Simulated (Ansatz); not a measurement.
One crystal and one scan (frozen-phonon scan) at two levels, PBE (plane waves to 420 eV, PAW, scalar-relativistic; Ansatz, an electronic-structure program) and r2SCAN (plane waves to 500 eV, PAW, scalar-relativistic; Ansatz), each from its own relaxed cell and on its own mesh. The cell shown is that of PBE.

Starting cell, Ge (diamond):

```
Ge
1.0
    0.00000     5.76221     5.76221
    2.88111     0.00000     2.88111
    2.88111     2.88111     0.00000
Ge
4
Cartesian
  2.88111   2.88111   2.88111
  2.88111   5.76221   5.76221
  4.32166   4.32166   4.32166
  4.32166   7.20277   7.20277
```

The atoms are displaced by Q × the pattern below (from a DFPT mode at L = (0.5, 0.0, 0.0), largest move 1; Q in Å), at fixed cell. It is one choice among 2 degenerate patterns. (q is in reciprocal vectors of the primitive cell; the cell shown is doubled to hold the pattern.)

| atom | x | y | z |
|---|---|---|---|
| Ge1 | -0.285 | 0.520 | -0.805 |
| Ge2 | 0.285 | -0.520 | 0.805 |
| Ge3 | 0.285 | -0.520 | 0.805 |
| Ge4 | -0.285 | 0.520 | -0.805 |

Ge was relaxed with its symmetry unable to fall. The PAW data are Ansatz's earlier set. As the smearing reaches across the gap at some points, energies and forces of such displacements shift with the k mesh and the smearing. With partly filled bands, energies and forces of such displacements shift with the k mesh and the smearing. Percentages come from the unrounded values.

```json
[
 {"quantity": "Lattice constant a (Å)", "PBE": "5.762", "r2SCAN": "5.673", "PBE − r2SCAN": "+0.089 (+1.6 %)"},
 {"quantity": "Harmonic wavenumber from the curvature (finite differences) (cm⁻¹ (negative: imaginary))", "PBE": "264", "r2SCAN": "282", "PBE − r2SCAN": "-18 (-6 %)"}
]
```

PBE gives the higher value for: lattice constant a. PBE gives the lower value for: harmonic wavenumber from the curvature. Both give the same shape of the curve: a single well with its minimum at or next to zero displacement.

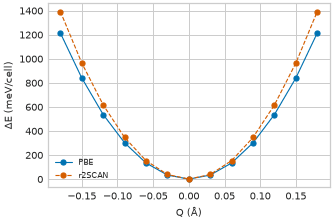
Figure: ΔE, each from the undisplaced structure of its own level.

(For displaced atoms, the force is minus the slope of the energy, and its curvature is a force constant, which sets phonon frequencies.)
